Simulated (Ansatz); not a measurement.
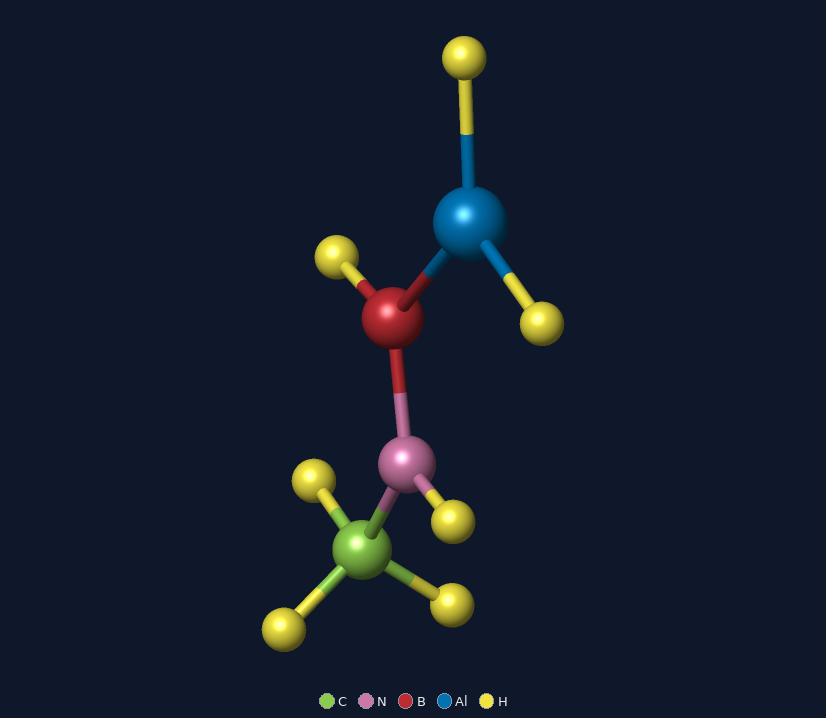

Sticks follow a distance rule. Harmonic vibrations computed with RKS PBE0-D4/def2-TZVP (Ansatz 0.2.0) at a stationary point of the same level.

Question: Is this a minimum or a saddle point?

Answer: A minimum: no imaginary frequency, and the lowest mode lies at 103 cm⁻¹.

Question: List the wavenumbers.

Answer: 27 modes: 103, 125, 161, 182, 345, 448, 537, 648, 676, 791, 886, 988, 1049, 1140, 1172, 1329, 1444, 1482, 1484, 1546, 1854, 1891, 2553, 3036, 3093, 3152, 3590 cm⁻¹.
